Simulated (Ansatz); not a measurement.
## Nb4C2N, from a guessed structure to a relaxed one

This structure for Nb4C2N is made up. Its elements were placed in a known structure type with a cell scaled to their sizes. What cell does the guess relax to, and how far off was it?

Main program and level: Ansatz 0.2.0; DFT, r2SCAN, plane-wave PAW, files of the set soft_1, scalar-relativistic, no spin, cell and ions relaxed at zero pressure; PAW set soft_1, in the first sound run; inputs show where later runs differ.

### Step 1. Set-up

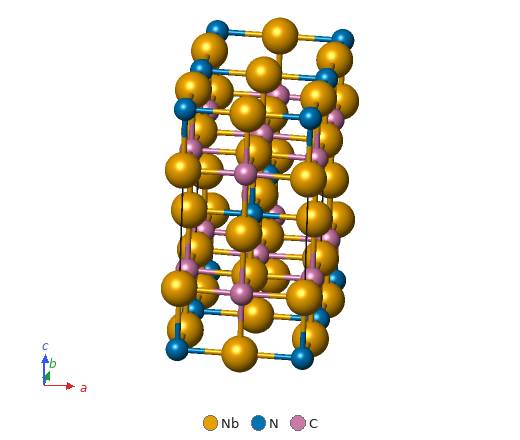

The cell as given, slightly off an axis (niobium orange, nitrogen blue, carbon pink). 1×2×1 cells are drawn. This picture shows the conventional cell, with its axes. Some periodic images of atoms are drawn too.

### Step 2. Relaxing cell and atoms

The guessed cell has no reason to be at equilibrium. It is relaxed with the atoms, within the space group of the guess.

input.yaml reads:

```yaml
crystal:
  lattice:
    - [-2.2065, 2.2065, 4.423]
    - [2.2065, -2.2065, 4.423]
    - [2.2065, 2.2065, -4.423]
  atoms:
    - { symbol: Nb, position: [0.5, 0.0, 0.5] }
    - { symbol: Nb, position: [0.2536, 0.2536, 0.0] }
    - { symbol: Nb, position: [0.7464, 0.7464, 0.0] }
    - { symbol: Nb, position: [0.0, 0.5, 0.5] }
    - { symbol: "N", position: [0.0, 0.0, 0.0] }
    - { symbol: C, position: [0.75, 0.25, 0.5] }
    - { symbol: C, position: [0.25, 0.75, 0.5] }
kpoints:
  mp_grid: { grid: [9, 9, 9] }
scf:
  occupations: { method: fermi_dirac, width: 0.05 }
hamiltonian:
  xc: r2scan
  pseudopotentials: { kind: paw, azcp: { folder: soft_1 } }
relax:
  f_tol: 0.015
  max_steps: 70
  cell: {}
output:
  forces: true
  stress: true
```

On the command line:

```bash
> ansatz run input.yaml --threads 4 --pin off --max-ram 10240MiB --backend cpu --events-out ev --progress --plain --runs-dir out
```

Numbers of over 12 decimals in the logs are rounded to 6 here.

Output:

```text
Engine: ansatz 0.2.0, aarch64-unknown-linux-gnu
Pseudopotentials: kind: paw
Pseudopotential: Nb, paw, valence charge 13, recommended cutoff 500 eV (meta_gga), soft_1/Nb.paw.azcp
Pseudopotential: N, paw, valence charge 5, recommended cutoff 500 eV (meta_gga), soft_1/N.paw.azcp
Pseudopotential: C, paw, valence charge 4, recommended cutoff 500 eV (meta_gga), soft_1/C.paw.azcp
Functional definition: r2SCAN
  parameter k0 = 0.174
  parameter k1 = 0.065
  parameter a1 = 4.9479
  exchange = r2scan_x(k0 = k0, k1 = k1, a1 = a1)
  correlation = r2scan_c
Crystal: 7 atoms, lattice volume = 86.136 Å³
Basis set: ecut = 500 eV, 2109 PW (Γ), exchange–correlation on 160×160×160 points (64 copies of the dense FFT grid, shifted against one another)
Bands: 40, of which v1, the nominal top of the filled ones, is band 33 counted from 1 (32 counted from 0)
Symmetry: 16 space group operations
Space group: I4/mmm (ITA 139), of the structure as read, at distance tolerance 4.4e-5 Å
k-points: 75 of 729
Non-local potential: Nb, projectors of the file, l = 0: 3, l = 1: 2, l = 2: 2, l = 3: 1
Non-local potential: N, projectors of the file, l = 0: 2, l = 1: 2, l = 2: 1
Non-local potential: C, projectors of the file, l = 0: 2, l = 1: 2, l = 2: 1
PAW form: soft (Blöchl's): semilocal exchange-correlation on the pseudo side does not see the compensation charge
PAW frozen core: Nb, regenerated for the run's functional (the file was generated under x = pbe(κ = 0.804, μ = 0.219515), c = pbe(β = 0.066725))
PAW frozen core: N, regenerated for the run's functional (the file was generated under x = pbe(κ = 0.804, μ = 0.219515), c = pbe(β = 0.066725))
PAW frozen core: C, regenerated for the run's functional (the file was generated under x = pbe(κ = 0.804, μ = 0.219515), c = pbe(β = 0.066725))
PAW one-centre angular grid: Nb, 590 points (default); XC on 160 Gauss nodes
PAW one-centre angular grid: N, 302 points (default); XC on 160 Gauss nodes
PAW one-centre angular grid: C, 302 points (default); XC on 219 of its mesh's 2255 points in the sphere
Initial density: superposition of atomic densities (chi_scale 0.1, normalization cell, long waves kept (reshape's long-wave potential 0.00 eV rms))
Initial wavefunctions: pseudopotential atomic-orbital guess
Functional: x = r2scan, c = r2scan; τ floored in thin density (d = 2e-4 eV/Å³)
SCF iter   1: F=—  HF=-19153.654598 eV  |F-HF|=—  |Δ(HF+E_count)|=         —  Δρ=1.33e-1  dr2=2.39e1  dr2_τ=1.86e0  ethr=3.10e-3  ⟨swp⟩=5.4  Hψ=11475  notcnv=0
preconditioner: auto → Kerker (q_TF=auto, 2.603 Å⁻¹)  [metal: Δε(μ)=0.007 eV  Ē_g=8.610 eV  σ=0.050 eV  W_gap=0.04  n_scr=30 (ndim 8)  ℏωp=23.0 eV  f_vac=0.000  D(μ)=2.83/eV (n_scr^D=14)]
SCF iter   2: F=—  HF=-19148.459940 eV  |F-HF|=—  |Δ(HF+E_count)|=    5.19e0  Δρ=5.15e-2  dr2=3.03e0  dr2_τ=5.08e-1  ethr=3.10e-3  ⟨swp⟩=3.1  Hψ=6803  notcnv=0  defer=102
SCF iter   3: F=—  HF=-19147.976817 eV  |F-HF|=—  |Δ(HF+E_count)|=   4.83e-1  Δρ=2.08e-2  dr2=3.18e-1  dr2_τ=2.12e-2  ethr=3.10e-3  ⟨swp⟩=2.3  Hψ=5313  notcnv=0  defer=95
SCF iter   4: F=—  HF=-19148.007216 eV  |F-HF|=—  |Δ(HF+E_count)|=   3.04e-2  Δρ=6.95e-3  dr2=6.84e-2  dr2_τ=9.92e-3  ethr=4.89e-4  ⟨swp⟩=2.9  Hψ=4783  notcnv=0  defer=93
SCF iter   5: F=—  HF=-19148.000168 eV  |F-HF|=—  |Δ(HF+E_count)|=   7.05e-3  Δρ=2.08e-3  dr2=5.78e-3  dr2_τ=3.92e-4  ethr=1.05e-4  ⟨swp⟩=2.1  Hψ=4624  notcnv=0  defer=93
SCF iter   6: F=—  HF=-19148.000025 eV  |F-HF|=—  |Δ(HF+E_count)|=   1.43e-4  Δρ=8.00e-4  dr2=5.96e-4  dr2_τ=4.90e-5  ethr=8.89e-6  ⟨swp⟩=2.3  Hψ=4872  notcnv=0  defer=87
SCF iter   7: F=—  HF=-19148.000009 eV  |F-HF|=—  |Δ(HF+E_count)|=   1.61e-5  Δρ=2.14e-4  dr2=5.22e-5  dr2_τ=3.66e-6  ethr=9.17e-7  ⟨swp⟩=2.4  Hψ=4378  notcnv=0  defer=87
SCF iter   8: F=—  HF=-19148.000007 eV  |F-HF|=—  |Δ(HF+E_count)|=   1.47e-6  Δρ=5.90e-5  dr2=4.82e-6  dr2_τ=6.08e-7  ethr=8.04e-8  ⟨swp⟩=2.1  Hψ=5067  notcnv=0  defer=87
SCF iter   9: F=—  HF=-19148.000007 eV  |F-HF|=—  |Δ(HF+E_count)|=   4.85e-7  Δρ=1.41e-5  dr2=1.45e-7  dr2_τ=1.29e-8  ethr=7.41e-9  ⟨swp⟩=2.0  Hψ=4096  notcnv=0  defer=87
SCF iter  10: F=-19148.000007 eV  HF=-19148.000007 eV  |F-HF|=4.56e-9  |Δ(HF+E_count)|=   6.58e-8  Δρ=2.91e-6  dr2=6.00e-9  dr2_τ=6.95e-10  ethr=1.54e-10  ⟨swp⟩=4.0  Hψ=9487  notcnv=0
SCF 1 converged in 10 iterations: F = -19148.000007 eV  dr2 = 6.00e-9
  greatest PAW one-centre occupation: 1.001 electrons in one spin orbital (limit 2), on the Nb atom at site 2 (counted from 0), in its partial waves of l = 0
relax step   1: F+E_penalty+E_count = -19148.00000680 eV  Δ(F+E_penalty+E_count) = +0.000e0 eV  max|allowed force component| = 9.038e-1 eV/Å  Δτ_max = 0.0000 Å  P = +0.266 GPa  Ω = 86.136 Å³  (10 SCF iters, dr2 threshold 1.00e-7 eV, accepted)
Crystal: 7 atoms, lattice volume = 87.050 Å³
Basis set: ecut = 500 eV, 2205 PW (Γ), exchange–correlation on 160×160×160 points (64 copies of the dense FFT grid, shifted against one another)
Initial density: handed on by an earlier stage of this run
Initial wavefunctions: those handed on with the density
iter 1 solved again at ethr=4.73e-5 eV; its pass at ethr=3.10e-3 eV (dr2=3.07e-2 eV) is discarded
SCF iter   1: F=—  HF=-19147.702935 eV  |F-HF|=—  |Δ(HF+E_count)|=         —  Δρ=6.99e-3  dr2=3.04e-2  dr2_τ=8.09e-1  ethr=4.73e-5  ⟨swp⟩=1.5  Hψ=16591  notcnv=0  defer=1
preconditioner: auto → Kerker (q_TF=auto, 2.599 Å⁻¹)  [metal: Δε(μ)=0.024 eV  Ē_g=7.604 eV  σ=0.050 eV  W_gap=0.12  n_scr=30 (ndim 8)  ℏωp=22.9 eV  f_vac=0.000  D(μ)=2.97/eV (n_scr^D=22)]
SCF iter   2: F=—  HF=-19148.106638 eV  |F-HF|=—  |Δ(HF+E_count)|=   4.04e-1  Δρ=5.12e-3  dr2=1.47e-2  dr2_τ=9.77e-4  ethr=4.68e-5  ⟨swp⟩=2.1  Hψ=6009  notcnv=0
SCF iter   3: F=—  HF=-19148.109408 eV  |F-HF|=—  |Δ(HF+E_count)|=   2.77e-3  Δρ=2.17e-3  dr2=2.93e-3  dr2_τ=3.96e-4  ethr=2.26e-5  ⟨swp⟩=2.1  Hψ=4019  notcnv=0
SCF iter   4: F=—  HF=-19148.110602 eV  |F-HF|=—  |Δ(HF+E_count)|=   1.19e-3  Δρ=5.03e-4  dr2=2.64e-4  dr2_τ=5.98e-5  ethr=4.51e-6  ⟨swp⟩=2.0  Hψ=4988  notcnv=0
SCF iter   5: F=—  HF=-19148.110608 eV  |F-HF|=—  |Δ(HF+E_count)|=   5.70e-6  Δρ=2.57e-4  dr2=6.05e-5  dr2_τ=3.79e-6  ethr=4.06e-7  ⟨swp⟩=2.0  Hψ=4206  notcnv=0
SCF iter   6: F=—  HF=-19148.110603 eV  |F-HF|=—  |Δ(HF+E_count)|=   5.18e-6  Δρ=1.11e-4  dr2=1.78e-5  dr2_τ=2.04e-6  ethr=9.30e-8  ⟨swp⟩=2.0  Hψ=4219  notcnv=0
SCF iter   7: F=—  HF=-19148.110600 eV  |F-HF|=—  |Δ(HF+E_count)|=   2.54e-6  Δρ=4.82e-5  dr2=2.77e-6  dr2_τ=2.58e-7  ethr=2.74e-8  ⟨swp⟩=2.0  Hψ=4192  notcnv=0
SCF iter   8: F=-19148.110600 eV  HF=-19148.110600 eV  |F-HF|=1.62e-7  |Δ(HF+E_count)|=   1.38e-7  Δρ=2.24e-5  dr2=5.07e-7  dr2_τ=2.66e-8  ethr=1.08e-9  ⟨swp⟩=4.2  Hψ=9499  notcnv=0
SCF 2 converged in 8 iterations: F = -19148.110600 eV  dr2 = 5.07e-7
relax step   2: F+E_penalty+E_count = -19148.11060031 eV  Δ(F+E_penalty+E_count) = -1.106e-1 eV  max|allowed force component| = 4.102e-1 eV/Å  Δτ_max = 0.0759 Å  P = -1.790 GPa  Ω = 87.050 Å³  energy of the carried Pulay correction = -4.893e-4 eV  (8 SCF iters, dr2 threshold 7.00e-7 eV, accepted)
Crystal: 7 atoms, lattice volume = 86.094 Å³
Basis set: ecut = 500 eV, 2117 PW (Γ), exchange–correlation on 160×160×160 points (64 copies of the dense FFT grid, shifted against one another)
iter 1 solved again at ethr=4.32e-5 eV; its pass at ethr=3.10e-3 eV (dr2=2.81e-2 eV) is discarded
SCF iter   1: F=—  HF=-19147.798836 eV  |F-HF|=—  |Δ(HF+E_count)|=         —  Δρ=6.63e-3  dr2=2.95e-2  dr2_τ=6.01e-1  ethr=4.32e-5  ⟨swp⟩=1.6  Hψ=15243  notcnv=0  defer=1
preconditioner: auto → Kerker (q_TF=auto, 2.603 Å⁻¹)  [metal: Δε(μ)=0.028 eV  Ē_g=7.770 eV  σ=0.050 eV  W_gap=0.14  n_scr=30 (ndim 8)  ℏωp=23.0 eV  f_vac=0.000  D(μ)=3.06/eV (n_scr^D=22)]
SCF iter   2: F=—  HF=-19148.107612 eV  |F-HF|=—  |Δ(HF+E_count)|=   3.09e-1  Δρ=4.41e-3  dr2=1.16e-2  dr2_τ=7.47e-4  ethr=4.32e-5  ⟨swp⟩=2.1  Hψ=6010  notcnv=0  defer=2
SCF iter   3: F=—  HF=-19148.109766 eV  |F-HF|=—  |Δ(HF+E_count)|=   2.15e-3  Δρ=1.69e-3  dr2=2.32e-3  dr2_τ=4.22e-4  ethr=1.78e-5  ⟨swp⟩=2.0  Hψ=4189  notcnv=0  defer=2
SCF iter   4: F=—  HF=-19148.110056 eV  |F-HF|=—  |Δ(HF+E_count)|=   2.90e-4  Δρ=4.94e-4  dr2=2.95e-4  dr2_τ=6.67e-5  ethr=3.56e-6  ⟨swp⟩=2.0  Hψ=4243  notcnv=0  defer=2
SCF iter   5: F=—  HF=-19148.110070 eV  |F-HF|=—  |Δ(HF+E_count)|=   1.35e-5  Δρ=2.33e-4  dr2=4.53e-5  dr2_τ=2.09e-6  ethr=4.53e-7  ⟨swp⟩=2.0  Hψ=4310  notcnv=0  defer=2
SCF iter   6: F=—  HF=-19148.110069 eV  |F-HF|=—  |Δ(HF+E_count)|=   6.94e-7  Δρ=6.45e-5  dr2=6.63e-6  dr2_τ=8.53e-7  ethr=6.97e-8  ⟨swp⟩=2.0  Hψ=4205  notcnv=0  defer=2
SCF iter   7: F=—  HF=-19148.110068 eV  |F-HF|=—  |Δ(HF+E_count)|=   7.75e-7  Δρ=3.48e-5  dr2=1.06e-6  dr2_τ=1.14e-7  ethr=1.02e-8  ⟨swp⟩=2.0  Hψ=4202  notcnv=0  defer=2
SCF iter   8: F=-19148.110068 eV  HF=-19148.110068 eV  |F-HF|=2.19e-8  |Δ(HF+E_count)|=   9.20e-8  Δρ=1.25e-5  dr2=1.39e-7  dr2_τ=8.38e-9  ethr=1.08e-9  ⟨swp⟩=4.0  Hψ=9467  notcnv=0
SCF 3 converged in 8 iterations: F = -19148.110068 eV  dr2 = 1.39e-7
relax step   3: F+E_penalty+E_count = -19148.11006846 eV  Δ(F+E_penalty+E_count) = +5.319e-4 eV  max|allowed force component| = 4.427e-1 eV/Å  Δτ_max = 0.0656 Å  P = +2.971 GPa  Ω = 86.094 Å³  energy of the carried Pulay correction = +2.244e-5 eV  (8 SCF iters, dr2 threshold 7.00e-7 eV, rejected (line search))
Crystal: 7 atoms, lattice volume = 86.783 Å³
Basis set: ecut = 500 eV, 2181 PW (Γ), exchange–correlation on 160×160×160 points (64 copies of the dense FFT grid, shifted against one another)
iter 1 solved again at ethr=1.18e-5 eV; its pass at ethr=3.10e-3 eV (dr2=7.66e-3 eV) is discarded
SCF iter   1: F=—  HF=-19148.039091 eV  |F-HF|=—  |Δ(HF+E_count)|=         —  Δρ=3.33e-3  dr2=7.80e-3  dr2_τ=1.55e-1  ethr=1.18e-5  ⟨swp⟩=1.6  Hψ=15200  notcnv=0
preconditioner: auto → Kerker (q_TF=auto, 2.600 Å⁻¹)  [metal: Δε(μ)=0.053 eV  Ē_g=7.648 eV  σ=0.050 eV  W_gap=0.26  n_scr=30 (ndim 8)  ℏωp=22.9 eV  f_vac=0.000  D(μ)=2.87/eV (n_scr^D=14)]
SCF iter   2: F=—  HF=-19148.128219 eV  |F-HF|=—  |Δ(HF+E_count)|=   8.91e-2  Δρ=2.37e-3  dr2=3.34e-3  dr2_τ=1.46e-4  ethr=1.18e-5  ⟨swp⟩=2.0  Hψ=5989  notcnv=0
SCF iter   3: F=—  HF=-19148.128951 eV  |F-HF|=—  |Δ(HF+E_count)|=   7.33e-4  Δρ=1.03e-3  dr2=8.82e-4  dr2_τ=1.46e-4  ethr=5.13e-6  ⟨swp⟩=2.0  Hψ=4459  notcnv=0
SCF iter   4: F=—  HF=-19148.128796 eV  |F-HF|=—  |Δ(HF+E_count)|=   1.55e-4  Δρ=2.63e-4  dr2=8.05e-5  dr2_τ=1.38e-5  ethr=1.36e-6  ⟨swp⟩=2.0  Hψ=4164  notcnv=0
SCF iter   5: F=—  HF=-19148.128806 eV  |F-HF|=—  |Δ(HF+E_count)|=   9.89e-6  Δρ=1.24e-4  dr2=1.56e-5  dr2_τ=1.02e-6  ethr=1.24e-7  ⟨swp⟩=2.1  Hψ=4166  notcnv=0
SCF iter   6: F=—  HF=-19148.128804 eV  |F-HF|=—  |Δ(HF+E_count)|=   2.11e-6  Δρ=6.56e-5  dr2=3.87e-6  dr2_τ=3.34e-7  ethr=2.40e-8  ⟨swp⟩=2.5  Hψ=4499  notcnv=0
SCF iter   7: F=—  HF=-19148.128805 eV  |F-HF|=—  |Δ(HF+E_count)|=   1.25e-6  Δρ=2.40e-5  dr2=4.95e-7  dr2_τ=4.70e-8  ethr=5.96e-9  ⟨swp⟩=2.0  Hψ=4171  notcnv=0
SCF iter   8: F=—  HF=-19148.128805 eV  |F-HF|=—  |Δ(HF+E_count)|=   7.43e-8  Δρ=8.18e-6  dr2=5.30e-8  dr2_τ=6.29e-9  ethr=7.62e-10  ⟨swp⟩=2.0  Hψ=4235  notcnv=0
SCF iter   9: F=—  HF=-19148.128805 eV  |F-HF|=—  |Δ(HF+E_count)|=   9.01e-9  Δρ=3.85e-6  dr2=1.10e-8  dr2_τ=8.04e-10  ethr=8.16e-11  ⟨swp⟩=2.0  Hψ=4221  notcnv=0
SCF iter  10: F=—  HF=-19148.128805 eV  |F-HF|=—  |Δ(HF+E_count)|=   2.22e-9  Δρ=3.83e-7  dr2=8.73e-11  dr2_τ=4.52e-12  ethr=1.69e-11  ⟨swp⟩=2.0  Hψ=4953  notcnv=0
SCF iter  11: F=-19148.128805 eV  HF=-19148.128805 eV  |F-HF|=7.28e-12  |Δ(HF+E_count)|=  8.73e-11  Δρ=9.85e-8  dr2=6.46e-12  dr2_τ=3.57e-13  ethr=1.00e-12  ⟨swp⟩=4.5  Hψ=9530  notcnv=0
SCF 4 converged in 11 iterations: F = -19148.128805 eV  dr2 = 6.46e-12
relax step   4: F+E_penalty+E_count = -19148.12880542 eV  Δ(F+E_penalty+E_count) = -1.821e-2 eV  max|allowed force component| = 4.446e-2 eV/Å  Δτ_max = 0.0328 Å  P = -0.245 GPa  Ω = 86.783 Å³  energy of the carried Pulay correction = -3.467e-4 eV  (11 SCF iters, accepted)
Crystal: 7 atoms, lattice volume = 86.732 Å³
Basis set: ecut = 500 eV, 2165 PW (Γ), exchange–correlation on 160×160×160 points (64 copies of the dense FFT grid, shifted against one another)
iter 1 solved again at ethr=1.20e-7 eV; its pass at ethr=3.10e-3 eV (dr2=7.78e-5 eV) is discarded
SCF iter   1: F=—  HF=-19148.128177 eV  |F-HF|=—  |Δ(HF+E_count)|=         —  Δρ=3.21e-4  dr2=6.92e-5  dr2_τ=1.42e-3  ethr=1.20e-7  ⟨swp⟩=2.6  Hψ=15100  notcnv=0
preconditioner: auto → Kerker (q_TF=auto, 2.600 Å⁻¹)  [metal: Δε(μ)=0.051 eV  Ē_g=7.669 eV  σ=0.050 eV  W_gap=0.25  n_scr=30 (ndim 8)  ℏωp=22.9 eV  f_vac=0.000  D(μ)=2.89/eV (n_scr^D=14)]
SCF iter   2: F=—  HF=-19148.129035 eV  |F-HF|=—  |Δ(HF+E_count)|=   8.58e-4  Δρ=2.26e-4  dr2=2.84e-5  dr2_τ=1.41e-6  ethr=1.06e-7  ⟨swp⟩=2.0  Hψ=5468  notcnv=0
SCF iter   3: F=—  HF=-19148.129041 eV  |F-HF|=—  |Δ(HF+E_count)|=   6.53e-6  Δρ=8.64e-5  dr2=6.83e-6  dr2_τ=1.41e-6  ethr=4.38e-8  ⟨swp⟩=2.0  Hψ=4250  notcnv=0
SCF iter   4: F=-19148.129040 eV  HF=-19148.129040 eV  |F-HF|=1.07e-7  |Δ(HF+E_count)|=   8.33e-7  Δρ=2.29e-5  dr2=6.10e-7  dr2_τ=1.07e-7  ethr=9.77e-10  ⟨swp⟩=3.0  Hψ=12006  notcnv=0
SCF 5 converged in 4 iterations: F = -19148.129040 eV  dr2 = 6.10e-7
relax step   5: F+E_penalty+E_count = -19148.12904039 eV  Δ(F+E_penalty+E_count) = -2.350e-4 eV  max|allowed force component| = 2.165e-4 eV/Å  Δτ_max = 0.0032 Å  P = -0.001 GPa  Ω = 86.732 Å³  energy of the carried Pulay correction = -3.196e-4 eV  (4 SCF iters, dr2 threshold 6.35e-7 eV, accepted)
Initial wavefunctions: pseudopotential atomic-orbital guess (no wavefunctions were taken with the density)
iter 1 solved again at ethr=3.40e-8 eV; its pass at ethr=3.10e-3 eV (dr2=2.21e-5 eV) is discarded
SCF iter   1: F=—  HF=-19148.129342 eV  |F-HF|=—  |Δ(HF+E_count)|=         —  Δρ=7.55e-5  dr2=7.56e-7  dr2_τ=7.74e-7  ethr=3.40e-8  ⟨swp⟩=4.0  Hψ=20413  notcnv=0
preconditioner: auto → Kerker (q_TF=auto, 2.600 Å⁻¹)  [metal: Δε(μ)=0.053 eV  Ē_g=7.668 eV  σ=0.050 eV  W_gap=0.26  n_scr=30 (ndim 8)  ℏωp=22.9 eV  f_vac=0.000  D(μ)=2.89/eV (n_scr^D=14)]
SCF iter   2: F=—  HF=-19148.129358 eV  |F-HF|=—  |Δ(HF+E_count)|=   1.60e-5  Δρ=3.99e-5  dr2=3.62e-7  dr2_τ=3.25e-7  ethr=1.16e-9  ⟨swp⟩=1.9  Hψ=3478  notcnv=0
SCF iter   3: F=—  HF=-19148.129364 eV  |F-HF|=—  |Δ(HF+E_count)|=   6.07e-6  Δρ=7.17e-6  dr2=2.01e-8  dr2_τ=1.17e-8  ethr=5.56e-10  ⟨swp⟩=2.0  Hψ=4054  notcnv=0
SCF iter   4: F=—  HF=-19148.129364 eV  |F-HF|=—  |Δ(HF+E_count)|=   2.06e-7  Δρ=1.71e-6  dr2=1.95e-9  dr2_τ=6.79e-10  ethr=3.09e-11  ⟨swp⟩=2.0  Hψ=4217  notcnv=0
SCF iter   5: F=—  HF=-19148.129364 eV  |F-HF|=—  |Δ(HF+E_count)|=   3.76e-9  Δρ=5.09e-7  dr2=2.74e-10  dr2_τ=4.91e-11  ethr=3.00e-12  ⟨swp⟩=2.0  Hψ=4277  notcnv=0
SCF iter   6: F=-19148.129364 eV  HF=-19148.129364 eV  |F-HF|=0.00e0  |Δ(HF+E_count)|=  6.91e-11  Δρ=1.57e-7  dr2=1.85e-11  dr2_τ=1.70e-12  ethr=1.00e-12  ⟨swp⟩=5.0  Hψ=9666  notcnv=0
SCF 6 converged in 6 iterations: F = -19148.129364 eV  dr2 = 1.85e-11
relax step   6: F+E_penalty+E_count = -19148.12936448 eV  Δ(F+E_penalty+E_count) = -3.241e-4 eV  max|allowed force component| = 8.410e-5 eV/Å  Δτ_max = 0.0000 Å  P = +0.002 GPa  Ω = 86.732 Å³  stress off target by 5.09e-3 GPa  SCF on the basis re-selected at this cell (its energy is not comparable with the rows above)  (6 SCF iters)
basis re-selected at this cell: Δ(F+E_penalty+E_count) = -3.241e-4 eV, ΔP = +0.003 GPa vs the last step (what re-selecting the basis moved, of the pressure what is left beyond the Pulay correction that the steps carried, after the strain that the cell walked since its last selection, with what the two solves' SCF thresholds leave and, on support functions, any second-order correction that the steps lacked; it is no m [...]
SCF converged after 6 iterations
Free energy (F): -19148.129364 eV
Harris-Foulkes:  -19148.129364 eV  (|F-HF|=0.00e0)
Internal energy: -19148.105350 eV  (E = F + TS)
E sigma→0 (E₀):  -19148.117357 eV
Entropy (-TS):   -0.024015 eV (-3.431 meV/atom)
Fermi energy:    18.217343 eV
--- Per-component energies (eV) ---
  E_band       = -246.449707
  E_kinetic    = 1793.441038
  E_local      = -2816.861406  (includes V_loc(G=0)·N_el)
  E_nonlocal   = 451.584668
  E_hartree    = 935.913348
  E_xc         = -792.896543
  E_vxc        = -1102.430068  (∫ρ·V_xc dr)
  E_paw        = -12727.408117  (= ΣΔE_a)
  E_vpaw       = -510.733358  (= ΣTr[D̂ρ^β])
  E_aug_tail   = 0.000072  (compensation charges beyond the density's cutoff)
  E_vtau       = 66.722653  (kinetic-family band-sum trace: ∫τ·v_τ [+ j·A + Jᵃ·Aᵃ] dr)
  E_ewald      = -5991.029577
  E_core_change = -0.848834  (= ΣΔE_core)
  E_smearing   = -0.024015  (= −TS)
  E_closure    = 0.000000  (closes the sum)
  Σ components = -19148.129364   (vs F -19148.129364, Δ=0.00e0)
--- Forces (eV/Å), atoms counted from 1 ---
  atom   1  Nb     0.00000000     0.00000000    -0.00000000
  atom   2  Nb     0.00000000     0.00000000    -0.00008410
  atom   3  Nb     0.00000000     0.00000000     0.00008410
  atom   4  Nb     0.00000000     0.00000000     0.00000000
  atom   5  N     -0.00000000     0.00000000     0.00000000
  atom   6  C      0.00000000    -0.00000000     0.00000000
  atom   7  C      0.00000000     0.00000000     0.00000000
  max |Σ_I F_I| component: 5.20e-18 eV/Å
--- Stress (GPa, compression-positive) ---
        0.004891      -0.000000       0.000000
       -0.000000       0.004891      -0.000000
        0.000000       0.000000      -0.005094
  P = ⅓ Tr σ = 0.0016 GPa (0.016 kbar)
--- Relaxed structure (5 steps of the walk, 4 accepted, 1 SCFs on fresh bases) ---
  F+E_penalty+E_count = -19148.12936448 eV   max|allowed force component| = 8.410e-5 eV/Å   (the final SCF, on the basis selected at the relaxed cell)
  cell:  # Å, volume = 86.7322 Å³
    - [-2.217582, 2.217582, 4.409214]
    - [2.217582, -2.217582, 4.409214]
    - [2.217582, 2.217582, -4.409214]
  atoms:
    - { symbol: Nb, position: [0.5, -4.482344823427685e-19, 0.5] }
    - { symbol: Nb, position: [0.240959, 0.240959, 0] }
    - { symbol: Nb, position: [0.759041, 0.759041, 0] }
    - { symbol: Nb, position: [-4.482344823427685e-19, 0.5, 0.5] }
    - { symbol: N, position: [-4.482344823427689e-19, -4.482344823427689e-19, 0] }
    - { symbol: C, position: [0.75, 0.25, 0.5] }
    - { symbol: C, position: [0.25, 0.75, 0.5] }
```

It took 54 s on 4 threads of Arm Neoverse V1, shared host; peak memory 0.84 GiB.

This run has no spin polarisation although its electron count is odd.

[end of part 1 of 2]

[Logs are printed without paths, hosts, clocks, repeated set-up lines and the standing remarks that a program may print on its own settings, such as how far it seeks lower states.]

[Hosts, paths, dates, database ids (printed as entryN), source tags and the programs' standing remarks are cut or masked in the printed files.]
